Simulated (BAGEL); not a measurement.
# AlSiH4Cl (SMILES [SiH3][AlH][Cl]), step by step

Wanted: the energy (HF/def2-SV(P)), then the energy (NEVPT2(2,2)/def2-SV(P)), then a single-point energy (CASPT2(2,2)/def2-SV(P)) of AlSiH4Cl. 

The calculation is run with BAGEL 1.2.2.

1 further run of the same task is left out (set aside as unsound or not needed).

### Step 1. The system as given

The species is AlSiH4Cl (7 atoms), meant as a singlet with charge 0. SMILES: `[SiH3][AlH][Cl]`. The Si1–H5 distance was set to 2.384 Å, away from the relaxed value. At this shape a bond of the SMILES string is far longer than usual.

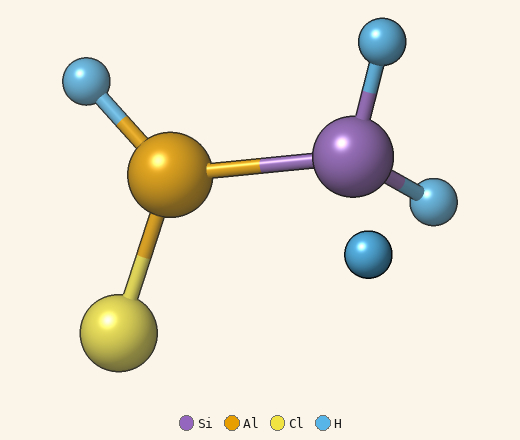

The structure, seen from a chosen angle (silicon purple, aluminium amber, chlorine yellow, hydrogen blue).

### Step 2. The energy at HF/def2-SV(P) (density fitting with svp-jkfit) (run 1)

Input file input.json:

```json
{ "bagel" : [

{
  "title" : "molecule",
  "basis" : "def2-sv_p_.json",
  "df_basis" : "svp-jkfit",
  "angstrom" : false,
  "geometry" : [
    { "atom" : "Si", "xyz" : [    -1.96033574,     0.45196580,     0.93572246 ] },
    { "atom" : "Al", "xyz" : [     1.73596856,    -1.80606795,     2.55011549 ] },
    { "atom" : "Cl", "xyz" : [     3.03723397,    -4.84984982,     0.34669482 ] },
    { "atom" : "H", "xyz" : [    -4.13635537,    -1.31360532,     0.66341292 ] },
    { "atom" : "H", "xyz" : [    -1.07260855,     2.18206676,    -3.12768571 ] },
    { "atom" : "H", "xyz" : [    -2.74532797,     2.55636481,     2.63175165 ] },
    { "atom" : "H", "xyz" : [     3.25965473,    -1.24217367,     5.05664822 ] }
  ]
},

{
  "title" : "hf"
},

{
  "title" : "print",
  "file" : "orbitals.molden",
  "orbitals" : true
}

]}
```

The basis set def2-SV(P) is read from a file made from the Basis Set Exchange's data (not shown).

Launch:

```console
$ BAGEL_NUM_THREADS=1 BAGEL input.json > input.out
```

What it wrote:

```text
* using 1 threads per process

  ===============================================================
  ===============================================================

  *** Geometry ***

  { "atom" : "Si", "xyz" : [     -1.960336,      0.451966,      0.935722 ] },
  { "atom" : "Al", "xyz" : [      1.735969,     -1.806068,      2.550115 ] },
  { "atom" : "Cl", "xyz" : [      3.037234,     -4.849850,      0.346695 ] },
  { "atom" : "H", "xyz" : [     -4.136355,     -1.313605,      0.663413 ] },
  { "atom" : "H", "xyz" : [     -1.072609,      2.182067,     -3.127686 ] },
  { "atom" : "H", "xyz" : [     -2.745328,      2.556365,      2.631752 ] },
  { "atom" : "H", "xyz" : [      3.259655,     -1.242174,      5.056648 ] },

  Number of auxiliary basis functions:      456

  Since a DF basis is specified, we compute 2- and 3-index integrals:
    o Being stored without compression. Storage requirement is 0.014 GB

  Number of basis functions:       62
  Number of electrons      :       48

    * METHOD: MOLECULE                             0.17

  *** RHF ***

  === Nuclear Repulsion ===
   162.4390888617

      * DIIS with orbital gradients will be used.

  === RHF iteration (def2-sv_p_.json) ===
      0       -992.26082777          0.00931991           0.04
      1       -992.31360849          0.00316611           0.04
      2       -992.31975999          0.00104300           0.04
      3       -992.32049838          0.00010963           0.04
      4       -992.32050806          0.00003111           0.04
      5       -992.32050898          0.00000920           0.04
      6       -992.32050908          0.00000314           0.04
      7       -992.32050909          0.00000067           0.04
      8       -992.32050909          0.00000020           0.04
      9       -992.32050909          0.00000006           0.04
     10       -992.32050909          0.00000002           0.04
     11       -992.32050909          0.00000001           0.04
    * SCF iteration converged.

    * Permanent dipole moment:
           (    0.182451,    -0.073540,    -0.972477) a.u.

    * METHOD: HF                                   0.62

    * METHOD: PRINT                                0.01

  ===============================================================
```

Wall time 0.93 s (1 thread of Arm Neoverse V1, shared host); peak memory 0.14 GiB.

### Step 3. The energy at NEVPT2(2,2)/def2-SV(P) (density fitting with svp-jkfit) (run 2)

Input file calc.json:

```json
{ "bagel": [

{
  "title": "molecule",
  "basis": "def2-sv_p_.json",
  "df_basis": "svp-jkfit",
  "geometry": [
    { "atom": "Si", "xyz": [ -1.96033574,  0.45196580,  0.93572246 ] },
    { "atom": "Al", "xyz": [  1.73596856, -1.80606795,  2.55011549 ] },
    { "atom": "Cl", "xyz": [  3.03723397, -4.84984982,  0.34669482 ] },
    { "atom": "H", "xyz": [ -4.13635537, -1.31360532,  0.66341292 ] },
    { "atom": "H", "xyz": [ -1.07260855,  2.18206676, -3.12768571 ] },
    { "atom": "H", "xyz": [ -2.74532797,  2.55636481,  2.63175165 ] },
    { "atom": "H", "xyz": [  3.25965473, -1.24217367,  5.05664822 ] }
  ]
},
{ "title": "hf" },
{ "title": "nevpt2", "nstate": 1, "nact": 2, "nclosed": 23, "active": [24, 25], "maxiter": 200, "natocc": true, "ncore": 15 },
{ "title": "print", "file": "orbitals.molden", "orbitals": true }

]}
```

The basis set def2-SV(P) is read from a file made from the Basis Set Exchange's data (not shown).

Launch:

```console
$ BAGEL_NUM_THREADS=1 BAGEL calc.json > calc.out
```

What it wrote:

```text
* using 1 threads per process

  ===============================================================
  ===============================================================

  *** Geometry ***

  { "atom" : "Si", "xyz" : [     -1.960336,      0.451966,      0.935722 ] },
  { "atom" : "Al", "xyz" : [      1.735969,     -1.806068,      2.550115 ] },
  { "atom" : "Cl", "xyz" : [      3.037234,     -4.849850,      0.346695 ] },
  { "atom" : "H", "xyz" : [     -4.136355,     -1.313605,      0.663413 ] },
  { "atom" : "H", "xyz" : [     -1.072609,      2.182067,     -3.127686 ] },
  { "atom" : "H", "xyz" : [     -2.745328,      2.556365,      2.631752 ] },
  { "atom" : "H", "xyz" : [      3.259655,     -1.242174,      5.056648 ] },

  Number of auxiliary basis functions:      456

[... 21 lines left out ...]
    * SCF iteration converged.
[... 1 line left out ...]
    * Permanent dipole moment:
[... 28 lines left out ...]
    * Second-order optimization converged. *

     guess   0:   closed 1.                   open ..

  === FCI iteration ===

      0  0      -992.31811169     6.97e-02      0.00
      1  0      -992.35872635     3.70e-03      0.00
      2  0 *    -992.35886811     8.96e-16      0.00

     * ci vector, state   0, <S^2> = 0.0000
       2.     0.9598139059
       .2    -0.2806372501

  === DF-NEVPT2 calculation ===

    * 3-index integral transformation done
    * assembly done

      NEVPT2 correlation energy:   -0.2505483868      0.05

          (+0)     -0.2272989291
          (+0)'    -0.0046437071
          (+1)     -0.0043060601
          (+1)'    -0.0000000000
          (+2)     -0.0002451967
          (-1)     -0.0129322177
          (-1)'     0.0000000000
          (-2)     -0.0011222762

      NEVPT2 total energy:       -992.6094164927

    * METHOD: NEVPT2                               2.70

    * METHOD: PRINT                                0.01

  ===============================================================
```

It took 3.6 s on 1 thread of Arm Neoverse V1, shared host; peak memory 0.14 GiB.

### Step 4. A single-point energy at CASPT2(2,2)/def2-SV(P) (density fitting with svp-jkfit) (run 3)

calc.json: that of step 3 with these lines changed.

```diff
@@ -17,4 +17,5 @@
 { "title": "hf" },
-{ "title": "nevpt2", "nstate": 1, "nact": 2, "nclosed": 23, "active": [24, 25], "maxiter": 200, "natocc": true, "ncore": 15 },
-{ "title": "print", "file": "orbitals.molden", "orbitals": true }
+{ "title": "casscf", "nstate": 1, "nact": 2, "nclosed": 23, "active": [24, 25], "maxiter": 200, "natocc": true },
+{ "title": "print", "file": "orbitals.molden", "orbitals": true },
+{ "title": "smith", "method": "caspt2", "ms": true, "xms": true, "sssr": true, "shift": 0.2, "shift_imag": true, "ncore": 15 }
```

The basis set def2-SV(P) is read from a file made from the Basis Set Exchange's data (not shown).

Launch:

```console
$ BAGEL_NUM_THREADS=1 BAGEL calc.json > calc.out
```

What it wrote:

```text
* using 1 threads per process

  ===============================================================
  ===============================================================

  *** Geometry ***

  { "atom" : "Si", "xyz" : [     -1.960336,      0.451966,      0.935722 ] },
  { "atom" : "Al", "xyz" : [      1.735969,     -1.806068,      2.550115 ] },
  { "atom" : "Cl", "xyz" : [      3.037234,     -4.849850,      0.346695 ] },
  { "atom" : "H", "xyz" : [     -4.136355,     -1.313605,      0.663413 ] },
  { "atom" : "H", "xyz" : [     -1.072609,      2.182067,     -3.127686 ] },
  { "atom" : "H", "xyz" : [     -2.745328,      2.556365,      2.631752 ] },
  { "atom" : "H", "xyz" : [      3.259655,     -1.242174,      5.056648 ] },

  Number of auxiliary basis functions:      456

[... 21 lines left out ...]
    * SCF iteration converged.
[... 1 line left out ...]
    * Permanent dipole moment:
[... 27 lines left out ...]
    * Second-order optimization converged. *
[... 9 lines left out ...]
     * ci vector, state   0, <S^2> = 0.0000
[... 16 lines left out ...]
    * Zeroth order energy : state  0       -0.6310300062
[... 4 lines left out ...]
       #      aibj      arbs      arbi      airj      risj      airs      arst      rist         Etot      error   time
[... 2 lines left out ...]
       0  -0.22580  -0.00148  -0.01338  -0.00470  -0.00038  -0.00420  -0.00000  -0.00000   -0.2499367  0.0009235   0.02
       1  -0.22585  -0.00149  -0.01342  -0.00476  -0.00040  -0.00429   0.00000  -0.00000   -0.2502147  0.0001727   0.02
       2  -0.22586  -0.00149  -0.01342  -0.00477  -0.00040  -0.00429  -0.00000  -0.00000   -0.2502244  0.0000324   0.02
       3  -0.22586  -0.00149  -0.01342  -0.00477  -0.00040  -0.00429  -0.00000  -0.00000   -0.2502247  0.0000061   0.02
       4  -0.22586  -0.00149  -0.01342  -0.00477  -0.00040  -0.00429   0.00000  -0.00000   -0.2502247  0.0000010   0.02

      ------------------------------------------------------------------------------------------------------------------

    * CASPT2 energy : state  0     -992.6113087800
        w/o shift correction       -992.6090927971
        reference weight              0.9007890102

    * METHOD: SMITH                                0.20

  ===============================================================
```

It took 3.9 s on 1 thread of Arm Neoverse V1, shared host; peak memory 0.14 GiB.

### Step 5. What came out

```
                                   quantity          value
         run 1, HF/def2-SV(P): total energy  -992.32051 Eh
        run 1, HF/def2-SV(P): dipole moment         2.52 D
          run 1, HF/def2-SV(P): HOMO energy       -9.74 eV
          run 1, HF/def2-SV(P): LUMO energy        0.12 eV
        run 1, HF/def2-SV(P): HOMO–LUMO gap        9.87 eV
run 2, NEVPT2(2,2)/def2-SV(P): total energy  -992.60942 Eh
run 3, CASPT2(2,2)/def2-SV(P): total energy  -992.61131 Eh
```
